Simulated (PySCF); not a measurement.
```xyz
21

C    -1.3591   -2.5395   -0.0413
C    -1.6155   -1.2614    0.2181
N    -0.7992   -0.1633    0.0658
Si   -1.1955    1.3569    0.8200
Si    0.5666    2.4493   -0.1728
C     0.9765    0.9207   -1.2436
C     0.5282   -0.3454   -0.5060
C     1.5337   -0.7316    0.5800
H    -0.4145   -2.9033   -0.4031
H    -2.1247   -3.2789    0.1070
H    -2.5915   -0.9884    0.5982
H    -1.2026    1.2330    2.2893
H    -2.5742    1.6731    0.4231
H     1.7140    2.8168    0.6695
H     0.3037    3.6051   -1.0360
H     2.0292    0.8271   -1.5064
H     0.4223    0.9919   -2.1814
H     0.4613   -1.1662   -1.2310
H     1.6516    0.0883    1.2858
H     1.1785   -1.6048    1.1224
H     2.5024   -0.9623    0.1421
```

Geometry: GFN2-xTB.

All numbers below come from PySCF, PBE0/pcSseg-1, SCF density, gas phase, non-relativistic.

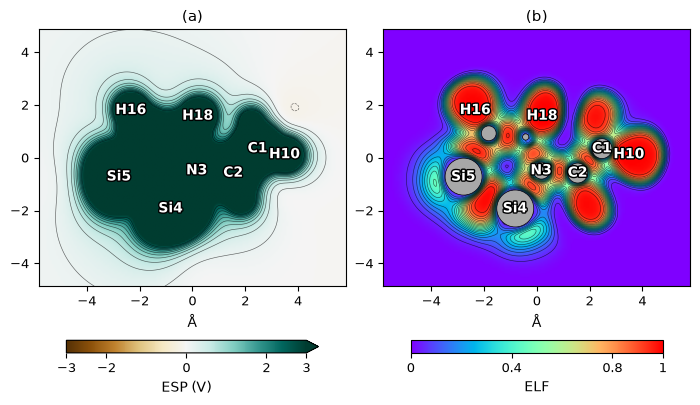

C5H13NSi2. (a) electrostatic potential; (b) ELF on the plane of atoms N3, Si4 and Si5. Grey discs cover the atomic cores in the ELF map.

> Describe what can be read from this map.

The section cuts through C, N, Si and H sites.
C–C (1.33 Å): the ELF peaks at about 0.90 between the atoms; a multiple bond.
C–N (1.38 Å): the ELF peaks at about 0.90 between the atoms, as expected for a covalent bond.
Si–N (1.74 Å): the ELF peaks at about 0.90 between the atoms, as expected for a shared but strongly polarised pair.
Si–Si (2.30 Å): the ELF peaks at about 1 between the atoms; localised, covalent bonding.
C–H (1.07 Å): the ELF climbs to about 1 towards the hydrogen, as it does in any bond to H (a covalent bond by its length).
The potential has no marked negative region in this plane.
